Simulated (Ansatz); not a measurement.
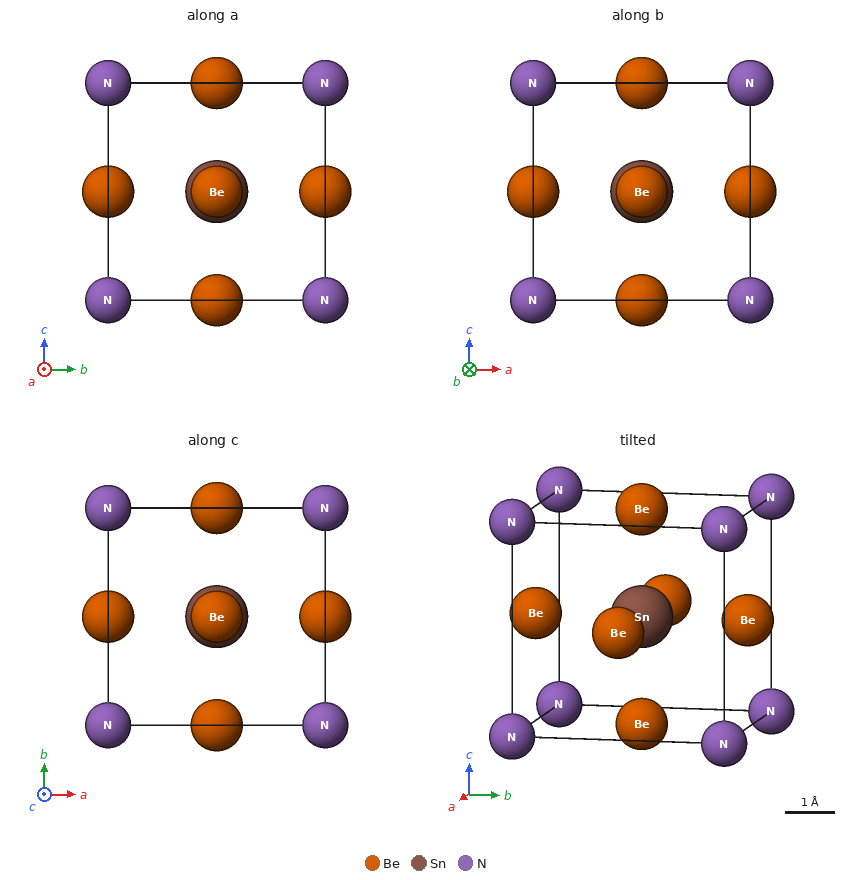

View along the a axis, along the b axis, along the c axis and slightly off an axis, drawn as a spheres-only model. The conventional unit cell is drawn as a box.

Lattice parameters: a = 4.490 Å, b = 4.490 Å, c = 4.490 Å, α = 90.00°, β = 90.00°, γ = 90.00°.

Q: Transcribe the picture into a table of Wyckoff sites.

A: Space group Pm-3m (No. 221).
```tsv
atom	site	x	y	z
Be	3c	0.0000	0.5000	0.5000
Sn	1b	0.5000	0.5000	0.5000
N	1a	0.0000	0.0000	0.0000
```

Starting structure: a structure type filled with these elements by a generator (whether the compound takes this form wasn't checked). Earlier steps of the study may have refined or changed the cell and positions. It went into a calculation with Ansatz.
